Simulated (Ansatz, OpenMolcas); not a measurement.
## A small benchmark: dipole moment

6 molecules with nitrogen; the dipole moment in D, computed less measured. Shapes, held fixed at every level: PBE0-D4/def2-TZVP. No vibrational averaging. Dipoles are compared by magnitude; molecules under 1 D, whose direction can flip, are left out. Programs: Ansatz 0.2.0, OpenMolcas 26.06. Measured values: NIST CCCBDB.

Levels: A = PBE-D4/def2-TZVPP; B = r2SCAN-D4/def2-TZVPP; C = B3LYP/6-31G* (spherical functions); D = B3LYP-D4/def2-TZVPP.

```tsv
molecule	measured	A	B	C	D
HCN (hydrogen cyanide)	2.98	-0.06	+0.04	-0.08	+0.05
NH3 (ammonia)	1.47	+0.10	+0.12	+0.37	+0.13
CH2N2 (cyanamide)	4.32	+0.28	+0.39	+0.21	+0.32
C2F3N (SMILES N#CC(F)(F)F)	1.33	+0.15	+0.16	+0.14	+0.07
C3H3NO (SMILES c1cocn1)	1.50	+0.06	+0.07	+0.05	+0.06
C2H7N (dimethylamine)	1.03	-0.16	-0.13	-0.05	-0.10
```

Question: Which level does best on this set, which worst, and which err to one side?

Answer: 
| level | kind | mean error | mean absolute error | worst case |
| --- | --- | --- | --- | --- |
| PBE-D4/def2-TZVPP | GGA | +0.062 | 0.135 | CH2N2 |
| r2SCAN-D4/def2-TZVPP | meta-GGA | +0.108 | 0.152 | CH2N2 |
| B3LYP/6-31G* (spherical functions) | global hybrid | +0.107 | 0.150 | NH3 |
| B3LYP-D4/def2-TZVPP | global hybrid | +0.088 | 0.122 | CH2N2 |

On this set B3LYP-D4/def2-TZVPP has the smallest mean absolute error and r2SCAN-D4/def2-TZVPP the largest. Without CH2N2 the largest would be that of B3LYP/6-31G* (spherical functions). PBE-D4/def2-TZVPP is too high in 4 of 6; r2SCAN-D4/def2-TZVPP is too high in 5 of 6; B3LYP/6-31G* (spherical functions) is too high in 4 of 6; B3LYP-D4/def2-TZVPP is too high in 5 of 6. The levels differ in basis as well as in method. The tabulated value of C2F3N is in doubt (older tables, estimates, or at odds with other calculations) and kept here. Over the 5 molecules whose values aren't doubted the mean absolute errors are A 0.132; B 0.150; C 0.152; D 0.132. The smallest two are near a tie. The largest two are near a tie. The set is small.

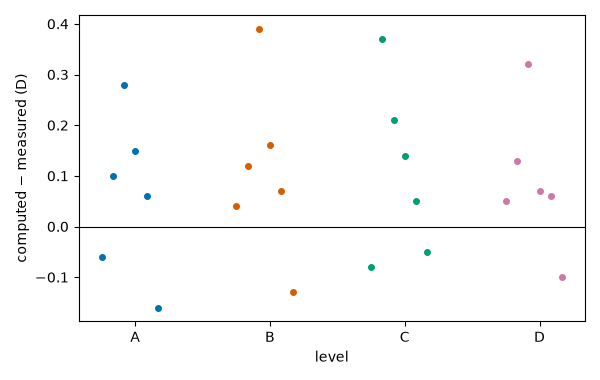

Errors of each level, one point a molecule.
